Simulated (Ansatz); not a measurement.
Base system: SnSe in the GeS type structure (space group Pnma, No. 62; a = 11.534 Å, b = 4.121 Å, c = 4.578 Å; layered, stacked along the Cartesian x axis). Axes: x, y, z lie along a, b, c of the conventional cell.

Structures relaxed with r2SCAN+rVV10 (Ansatz, a program for electronic structure, PAW, scalar-relativistic without spin-orbit coupling), earlier PAW set.

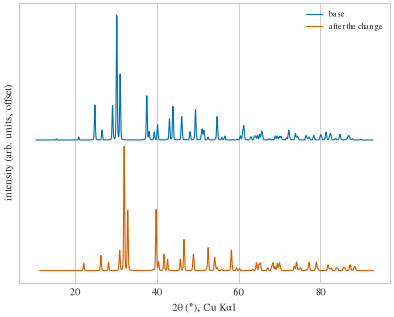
Figure. Simulated powder patterns before (top) and after one change

**Question.** What was done to the base?
A) uniaxial strain ε_zz = −5.07 %
B) isotropic strain −5.52 %
C) biaxial strain +1.05 %, plane normal [001], relaxed out of plane
D) isotropic strain −0.92 %

**Answer.** B, isotropic strain −5.52 %. Its volume per atom is 22.94 Å³ against 27.20 Å³, and its space group is Pnma (No. 62).

No phonon test of stability was made. All final runs are without spin polarisation.
